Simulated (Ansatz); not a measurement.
# RbSbS3 (model cell, started as cubic perovskite with Sb in the octahedra): a soft mode frozen in, part 2 of 3

Wanted: the energy along a soft mode of RbSbS3 (model cell, started as cubic perovskite with Sb in the octahedra) and the structure at the end.

Ansatz 0.2.0; DFT PBEsol, scalar-relativistic, plane waves, PAW; PAW set soft_1.

So far, highest frequency on the path or at a solved wavevector (cm⁻¹): step 2 (the dispersion) 270. Also lowest frequency on the path (cm⁻¹): step 2 -126.

The structure was built from a prototype and need not be the compound's stable phase.

### 5. Energy along the mode, all amplitudes (two of the runs are shown above)

An imaginary frequency means negative curvature, so the energy should fall and then rise again as anharmonic terms take over.

Numbers from this step:

| Property | Result |
| --- | --- |
| depth at the lowest point sampled | 13.10 meV/atom |
| largest atomic shift at that point | 0.45 Å |

The energy from the parent by largest atomic shift:

```csv
largest atomic shift (Å),energy from the parent (meV/atom)
0.000,0
0.040,-0.326
0.080,-1.23
0.140,-3.24
0.220,-6.30
0.320,-9.89
0.450,-13.1
0.600,-7.66
```

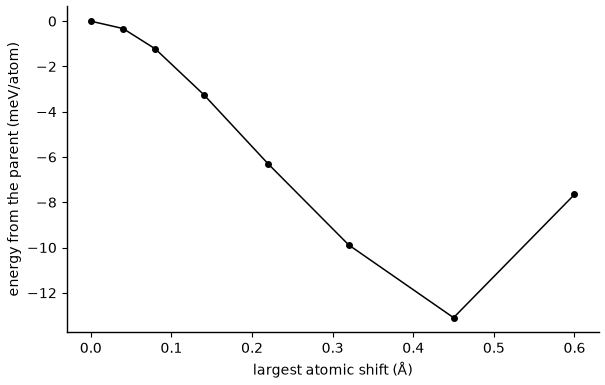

Energy from the parent against largest atomic shift.

Displacement at unit largest shift by atom:

```csv
atom,x (Å),y (Å),z (Å),size
Rb1,0.00,0.02,-0.06,0.06
Rb2,0.00,-0.02,0.06,0.06
Sb3,0.00,0.11,-0.04,0.12
Sb4,0.00,-0.11,0.04,0.12
S5,0.00,0.00,0.00,0.00
S6,0.00,0.00,0.00,0.00
S7,0.00,0.00,0.00,0.00
S8,0.00,0.00,0.00,0.00
S9,0.00,-0.93,0.37,1.00
S10,0.00,0.93,-0.37,1.00
```

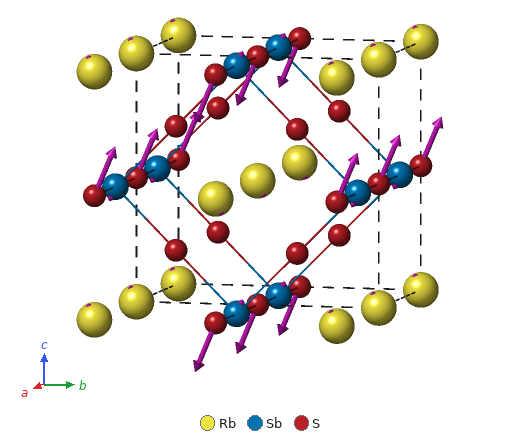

Displacement at unit largest shift as arrows, the longest 1.00 Å. 2×1×1 cells are drawn. Some periodic images of atoms are drawn too.

The lowest of the steps tried is at 0.45 Å, 13.1 meV/atom below the parent; the bottom of the well need not coincide with a step.

### 6. Relaxing from the distorted cell

Starting from the lowest point found, all atoms and the cell are let go, so that strain and other modes of the same symmetry can join in.

input.yaml

```yaml
crystal:
  lattice:
    - [-5.0714313962, 0.0, 0.0]
    - [0.0, -5.0714313962, -5.0714313962]
    - [0.0, -5.0714313962, 5.0714313962]
  atoms:
    - { symbol: Rb, position: [0.0, 0.5015725119, 0.4963061559] }
    - { symbol: Rb, position: [0.0, 0.9984274881, 1.0036938441] }
    - { symbol: Sb, position: [0.5, -0.0028227303, 0.4933693818] }
    - { symbol: Sb, position: [0.5, 0.5028227303, 0.0066306182] }
    - { symbol: S, position: [0.5, 0.75, 0.75] }
    - { symbol: S, position: [0.5, 0.25, 0.25] }
    - { symbol: S, position: [0.5, 0.75, 0.25] }
    - { symbol: S, position: [0.5, 0.25, 0.75] }
    - { symbol: S, position: [1.0, 0.0245762177, 0.5577297501] }
    - { symbol: S, position: [1.0, 0.4754237823, -0.0577297501] }
kpoints:
  mp_grid: { grid: [8, 6, 6] }
hamiltonian:
  xc: pbesol
  pseudopotentials: { kind: paw, azcp: { folder: soft_1 }, xc_functional: pbe }
scf:
  occupations: { method: methfessel_paxton, width: 0.2 }
output:
  forces: true
  stress: true
  eigenvalues: true
relax:
  adjacent_minimum: "off"
  f_tol: 0.002
  max_steps: 120
  cell: { stress_tol: 0.03 }
```

Launch:

```
ansatz run input.yaml --threads 8 --pin off --max-ram 16384MiB --backend cpu --events-out ev --progress --plain --runs-dir out
```

Numbers of over 12 decimals in the logs are rounded to 6 here.

What it wrote:

```text
[...]
Crystal: 10 atoms, lattice volume = 260.869 Å³
Basis set: ecut = 420 eV, 5061 PW (Γ), exchange–correlation on 72×96×96 points (8 copies of the dense FFT grid, shifted against one another)
Bands: 52, of which v1, the nominal top of the filled ones, is band 42 counted from 1 (41 counted from 0)
Symmetry: 4 space group operations
[...]
k-points: 100 of 288
[...]
SCF iter   1: F=—  HF=-24565.869550 eV  |F-HF|=—  |Δ(HF+E_count)|=         —  Δρ=3.36e-2  dr2=7.91e0  ethr=3.10e-3  ⟨swp⟩=11.0  Hψ=26939  notcnv=0
[...]
SCF iter  11: F=-24562.774378 eV  HF=-24562.774378 eV  |F-HF|=2.11e-9  |Δ(HF+E_count)|=   6.18e-8  S|Δr|=    0.00e0  Δρ=1.59e-6  dr2=1.89e-8  ethr=1.19e-10  ⟨swp⟩=19.0  Hψ=32296  notcnv=0
SCF 1 converged in 11 iterations: F = -24562.774378 eV  dr2 = 1.89e-8
[...]
relax step   1: F+E_penalty+E_count = -24562.77437825 eV  Δ(F+E_penalty+E_count) = +0.000e0 eV  max|allowed force component| = 1.832e-1 eV/Å  Δτ_max = 0.0000 Å  P = -0.201 GPa  Ω = 260.869 Å³  (11 SCF iters, dr2 threshold 1.00e-7 eV, accepted)
Crystal: 10 atoms, lattice volume = 257.841 Å³
Basis set: ecut = 420 eV, 5033 PW (Γ), exchange–correlation on 72×96×96 points (8 copies of the dense FFT grid, shifted against one another)
[...]
SCF iter   8: F=-24562.892072 eV  HF=-24562.892072 eV  |F-HF|=6.06e-8  |Δ(HF+E_count)|=   8.16e-7  S|Δr|=    0.00e0  Δρ=1.14e-5  dr2=8.83e-7  ethr=1.19e-9  ⟨swp⟩=10.3  Hψ=30683  notcnv=0
SCF 2 converged in 8 iterations: F = -24562.892072 eV  dr2 = 8.83e-7
relax step   2: F+E_penalty+E_count = -24562.89207210 eV  Δ(F+E_penalty+E_count) = -1.177e-1 eV  max|allowed force component| = 1.079e-1 eV/Å  Δτ_max = 0.1090 Å  P = +0.090 GPa  Ω = 257.841 Å³  energy of the carried Pulay correction = +2.991e-4 eV  (8 SCF iters, dr2 threshold 1.00e-6 eV, accepted)
Crystal: 10 atoms, lattice volume = 256.402 Å³
Basis set: ecut = 420 eV, 4985 PW (Γ), exchange–correlation on 72×96×96 points (8 copies of the dense FFT grid, shifted against one another)
[...]
SCF iter   9: F=-24562.910933 eV  HF=-24562.910933 eV  |F-HF|=8.17e-9  |Δ(HF+E_count)|=   3.74e-7  S|Δr|=    0.00e0  Δρ=4.60e-6  dr2=1.28e-7  ethr=8.66e-10  ⟨swp⟩=12.2  Hψ=27972  notcnv=0
SCF 3 converged in 9 iterations: F = -24562.910933 eV  dr2 = 1.28e-7
relax step   3: F+E_penalty+E_count = -24562.91093336 eV  Δ(F+E_penalty+E_count) = -1.886e-2 eV  max|allowed force component| = 1.004e-1 eV/Å  Δτ_max = 0.1893 Å  P = +0.047 GPa  Ω = 256.402 Å³  energy of the carried Pulay correction = +4.425e-4 eV  (9 SCF iters, dr2 threshold 7.27e-7 eV, accepted)
[... from here on, the SCF cycles and remarks between the steps are left out ...]
relax step   4: F+E_penalty+E_count = -24562.92173627 eV  Δ(F+E_penalty+E_count) = -1.080e-2 eV  max|allowed force component| = 4.297e-2 eV/Å  Δτ_max = 0.0641 Å  P = -0.086 GPa  Ω = 257.561 Å³  energy of the carried Pulay correction = +3.270e-4 eV  (7 SCF iters, dr2 threshold 6.30e-7 eV, accepted)
relax step   5: F+E_penalty+E_count = -24562.92320899 eV  Δ(F+E_penalty+E_count) = -1.473e-3 eV  max|allowed force component| = 2.100e-2 eV/Å  Δτ_max = 0.0173 Å  P = -0.001 GPa  Ω = 257.111 Å³  energy of the carried Pulay correction = +3.718e-4 eV  (7 SCF iters, dr2 threshold 1.15e-7 eV, accepted)
relax step   6: F+E_penalty+E_count = -24562.92650718 eV  Δ(F+E_penalty+E_count) = -3.298e-3 eV  max|allowed force component| = 1.004e-2 eV/Å  Δτ_max = 0.0846 Å  P = +0.002 GPa  Ω = 256.855 Å³  energy of the carried Pulay correction = +3.974e-4 eV  (8 SCF iters, dr2 threshold 2.76e-8 eV, accepted)
relax step   7: F+E_penalty+E_count = -24562.92259085 eV  Δ(F+E_penalty+E_count) = +3.916e-3 eV  max|allowed force component| = 7.901e-2 eV/Å  Δτ_max = 0.1560 Å  P = -0.001 GPa  Ω = 256.306 Å³  energy of the carried Pulay correction = +4.522e-4 eV  (10 SCF iters, dr2 threshold 6.30e-9 eV, rejected (line search))
relax step   8: F+E_penalty+E_count = -24562.92715289 eV  Δ(F+E_penalty+E_count) = -6.457e-4 eV  max|allowed force component| = 3.474e-2 eV/Å  Δτ_max = 0.0490 Å  P = -0.020 GPa  Ω = 256.821 Å³  energy of the carried Pulay correction = +4.008e-4 eV  (11 SCF iters, accepted)
relax step   9: F+E_penalty+E_count = -24562.92764530 eV  Δ(F+E_penalty+E_count) = -4.924e-4 eV  max|allowed force component| = 4.698e-3 eV/Å  Δτ_max = 0.0226 Å  P = -0.005 GPa  Ω = 256.640 Å³  energy of the carried Pulay correction = +4.188e-4 eV  (7 SCF iters, dr2 threshold 7.54e-8 eV, accepted)
relax step  10: F+E_penalty+E_count = -24562.92767006 eV  Δ(F+E_penalty+E_count) = -2.476e-5 eV  max|allowed force component| = 6.346e-4 eV/Å  Δτ_max = 0.0057 Å  P = -0.005 GPa  Ω = 256.712 Å³  energy of the carried Pulay correction = +4.116e-4 eV  (8 SCF iters, dr2 threshold 1.38e-9 eV, accepted)
Basis set: ecut = 420 eV, 5029 PW (Γ), exchange–correlation on 72×100×100 points (8 copies of the dense FFT grid, shifted against one another)
[...]
SCF iter   6: F=-24562.927427 eV  HF=-24562.927427 eV  |F-HF|=7.28e-12  |Δ(HF+E_count)|=  3.64e-12  S|Δr|=    0.00e0  Δρ=2.99e-8  dr2=4.44e-12  ethr=1.00e-12  ⟨swp⟩=4.7  Hψ=17294  notcnv=0
SCF 11 converged in 6 iterations: F = -24562.927427 eV  dr2 = 4.44e-12
relax step  11: F+E_penalty+E_count = -24562.92742661 eV  Δ(F+E_penalty+E_count) = +2.435e-4 eV  max|allowed force component| = 6.185e-4 eV/Å  Δτ_max = 0.0000 Å  P = -0.006 GPa  Ω = 256.712 Å³  stress off target by 1.21e-2 GPa  SCF on the basis re-selected at this cell (its energy is not comparable with the rows above)  (6 SCF iters)
basis re-selected at this cell: Δ(F+E_penalty+E_count) = +2.435e-4 eV, ΔP = -0.000 GPa vs the last step (what re-selecting the basis moved, of the pressure what is left beyond the Pulay correction that the steps carried, after the strain that the cell walked since its last selection, with what the two solves' SCF thresholds leave and, on support functions, any second-order correction that the steps lacked; it is no measure of the basis error at this ecutwfc). The dense FFT grid was sized anew with the basis: this SCF ran on 36×50×50 points, the steps before it on 36×48×48, so part of this shift can come from that change (see relax.cell in the input reference). [rest of the remark cut]
SCF converged after 6 iterations
[...]
Free energy (F): -24562.927427 eV
[...]
Internal energy: -24562.919371 eV  (E = F + TS)
E sigma→0 (E₀):  -24562.925413 eV
Entropy (-TS):   -0.008056 eV (-0.806 meV/atom)
Fermi energy:    5.688221 eV
[...]
--- Forces (eV/Å), atoms counted from 1 ---
  atom   1  Rb     0.00000000    -0.00000808    -0.00051002
  atom   2  Rb     0.00000000     0.00000808     0.00051002
  atom   3  Sb     0.00000000    -0.00061851    -0.00006912
  atom   4  Sb     0.00000000     0.00061851     0.00006912
  atom   5  S      0.00000000     0.00000000     0.00000000
  atom   6  S      0.00000000     0.00000000     0.00000000
  atom   7  S      0.00000000     0.00000000     0.00000000
  atom   8  S      0.00000000     0.00000000     0.00000000
  atom   9  S      0.00000000     0.00039236     0.00016359
  atom  10  S      0.00000000    -0.00039236    -0.00016359
  max |Σ_I F_I| component: 2.71e-20 eV/Å
--- Stress (GPa, compression-positive) ---
       -0.012106       0.000000       0.000000
        0.000000      -0.004794      -0.000262
        0.000000      -0.000262       0.000136
  P = ⅓ Tr σ = -0.0056 GPa (-0.056 kbar)
--- Band table (eV; the first three rows and the last of 100) ---
  k-point 0: bands = [... 38 lower, 4.9228, 5.0487, 5.2257, 5.5144, 5.9135, 6.8305, 7.6536, 7.8716, ... 6 higher]
  k-point 1: bands = [... 38 lower, 4.9392, 5.0294, 5.2139, 5.4486, 5.7793, 6.5747, 7.7657, 8.6848, ... 6 higher]
  k-point 2: bands = [... 38 lower, 4.9696, 5.0716, 5.2598, 5.2820, 5.5678, 6.0280, 8.7579, 9.7326, ... 6 higher]
  k-point 99: bands = [... 38 lower, 4.8620, 4.8717, 5.6609, 5.7947, 6.6903, 6.8783, 7.7489, 8.5809, ... 6 higher]
--- Relaxed structure (10 steps of the walk, 9 accepted, 1 SCFs on fresh bases) ---
  F+E_penalty+E_count = -24562.92742661 eV   max|allowed force component| = 6.185e-4 eV/Å   (the final SCF, on the basis selected at the relaxed cell)
  cell:  # Å, volume = 256.7115 Å³
    - [-4.842485, 0.0, 0.0]
    - [0.0, -5.145548, -5.151956]
    - [0.0, -5.144876, 5.151284]
  atoms:
    - { symbol: Rb, position: [0, 0.516851, 0.483208] }
    - { symbol: Rb, position: [0, 0.983149, 1.016792] }
    - { symbol: Sb, position: [0.500000, -0.0037198, 0.496300] }
    - { symbol: Sb, position: [0.500000, 0.503720, 0.00370043] }
    - { symbol: S, position: [0.500000, 0.750000, 0.750000] }
    - { symbol: S, position: [0.500000, 0.250000, 0.250000] }
    - { symbol: S, position: [0.500000, 0.750000, 0.250000] }
    - { symbol: S, position: [0.500000, 0.250000, 0.750000] }
    - { symbol: S, position: [1.000000, 0.071631, 0.571474] }
    - { symbol: S, position: [1.000000, 0.428369, -0.071474] }
```

Run time: 1.8 min. Hardware: 8 threads of Arm Neoverse V2, shared host; peak memory 1.5 GiB; 14 min of CPU time.

Relaxation path:

```csv
step,energy less that of the first step (eV),largest force component (eV/Å),pressure (GPa),volume (Å³)
1,0.0000,0.1832,-0.20,260.87
2,-0.1177,0.1079,0.09,257.84
3,-0.1366,0.1004,0.05,256.40
4,-0.1474,0.0430,-0.09,257.56
5,-0.1488,0.0210,0.00,257.11
6,-0.1521,0.0100,0.00,256.85
7,-0.1482,0.0790,0.00,256.31
8,-0.1528,0.0347,-0.02,256.82
9,-0.1533,0.0047,0.00,256.64
10,-0.1533,0.0006,-0.01,256.71
11*,-0.1530,0.0006,-0.01,256.71
```

Relaxation steps marked * repeat the geometry before them on a plane-wave basis chosen anew for their cell, so energy and pressure can jump there. Relaxation step 7 was tried and not accepted.

The run keeps the 4 symmetry operations that it works with, so distortions that break them were not tested.

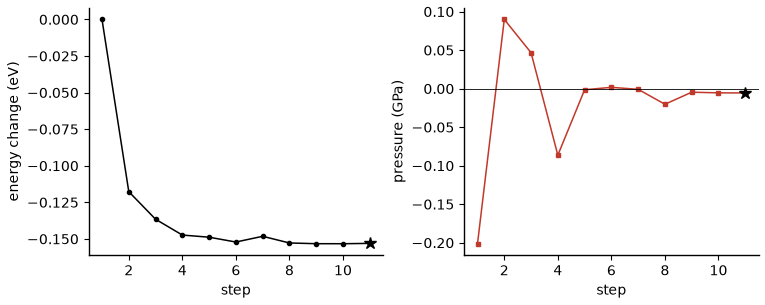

Energy and pressure along the relaxation. Stars mark steps on a basis chosen anew.

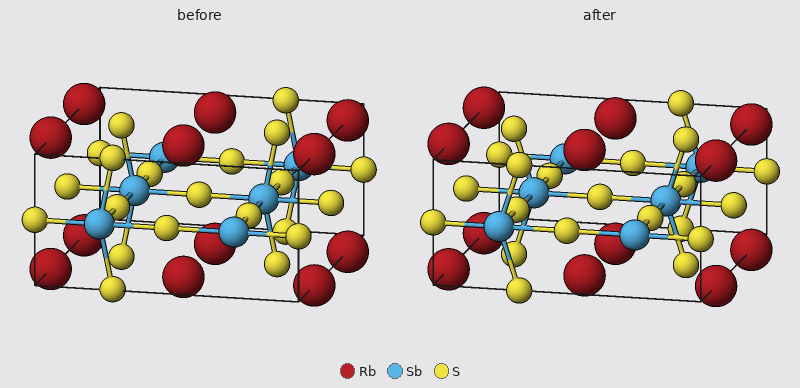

Before and after, at one scale.

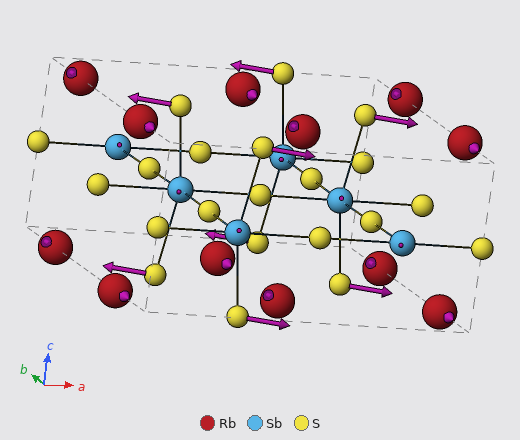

Displacements in the relaxation, exaggerated, measured against the changing cell; the longest in the cell stands for 0.36 Å. Some periodic images of atoms are drawn too.

```csv
cell as run,before,after,change
a (Å),5.071,4.842,-4.5 %
b (Å),7.172,7.281,+1.5 %
c (Å),7.172,7.280,+1.5 %
α (°),90.00,90.07,+0.1 %
volume (Å³/atom),26.09,25.67,-1.6 %
```

The atoms that moved most (Å, as changes of fractional coordinates times the final cell):

```csv
atom,dx,dy,dz,length
S9,0.000,-0.313,-0.172,0.357
S10,0.000,0.313,0.172,0.357
Rb2,0.000,0.011,0.146,0.147
Rb1,0.000,-0.011,-0.146,0.147
Sb4,0.000,0.010,-0.020,0.022
Sb3,0.000,-0.010,0.020,0.022
```

Numbers from this step:

| Property | Result |
| --- | --- |
| pressure | -0.005588 GPa |
| volume per atom | 25.67 Å³ |

The distorted start has space group P2/m; the relaxation ends in Cmmm.

### 7. The new phase in its own primitive cell

The relaxed structure is symmetrised, reduced to its primitive cell and relaxed tightly, as its phonons need.

input.yaml, the sections that differ from step 6:

```yaml
crystal:
  lattice:
    - [5.1452122847, -5.1516197456, 0.0]
    - [5.1452122847, 5.1516197456, 0.0]
    - [0.0, 0.0, 4.842484669]
  atoms:
    - { symbol: Rb, position: [0.2331492145, 0.7668507855, 0.0] }
    - { symbol: Rb, position: [0.7668507855, 0.2331492145, 0.0] }
    - { symbol: Sb, position: [0.7537393367, 0.7537393367, 0.5] }
    - { symbol: Sb, position: [0.2462606633, 0.2462606633, 0.5] }
    - { symbol: S, position: [0.0, 0.5, 0.5] }
    - { symbol: S, position: [0.5, 0.0, 0.5] }
    - { symbol: S, position: [0.0, 0.0, 0.5] }
    - { symbol: S, position: [0.5, 0.5, 0.5] }
    - { symbol: S, position: [0.6784768957, 0.6784768957, 0.0] }
    - { symbol: S, position: [0.3215231043, 0.3215231043, 0.0] }
kpoints:
  mp_grid: { grid: [6, 6, 8] }
relax:
  adjacent_minimum: "off"
  f_tol: 0.001
  max_steps: 60
  cell: { stress_tol: 0.01 }
# hamiltonian, scf, output: as in step 6
```

What it wrote:

```text
[...]
Crystal: 10 atoms, lattice volume = 256.712 Å³
Basis set: ecut = 420 eV, 5029 PW (Γ), exchange–correlation on 100×100×72 points (8 copies of the dense FFT grid, shifted against one another)
Bands: 52, of which v1, the nominal top of the filled ones, is band 42 counted from 1 (41 counted from 0)
Symmetry: 8 space group operations
[...]
k-points: 65 of 288
[...]
- { symbol: Sb, position: [0.753702, 0.753702, 0.500000] }
    - { symbol: Sb, position: [0.246298, 0.246298, 0.500000] }
    - { symbol: S, position: [2.7755575615628914e-17, 0.5, 0.500000] }
    - { symbol: S, position: [0.5, 2.7755575615628914e-17, 0.500000] }
    - { symbol: S, position: [0, 0, 0.500000] }
    - { symbol: S, position: [0.5, 0.5, 0.500000] }
    - { symbol: S, position: [0.678436, 0.678436, 0.0] }
    - { symbol: S, position: [0.321564, 0.321564, 0.0] }
[key lines of the parts left out:]
SCF converged after 6 iterations
Free energy (F): -24562.927429 eV
Fermi energy:    5.689796 eV
P = ⅓ Tr σ = 0.0006 GPa (0.006 kbar)
```

It took 21 s on 8 threads; peak memory 1.3 GiB.

Little changed from the start: no atom moved by 0.005 Å and no cell edge by 0.1 %.

Numbers from this step:

```yaml
pressure: 6.02e-4 GPa
```

The largest force component left is 0.95 meV/Å and the pressure is 0.001 GPa, within the tolerances set. The cell now holds 25.67 Å³/atom.

[end of part 2 of 3]

[Logs are printed without paths, hosts, clocks, repeated set-up lines and the standing remarks that a program may print on its own settings, such as how far it seeks lower states.]

[Hosts, paths, dates, database ids (printed as entryN), source tags and the programs' standing remarks are cut or masked in the printed files.]
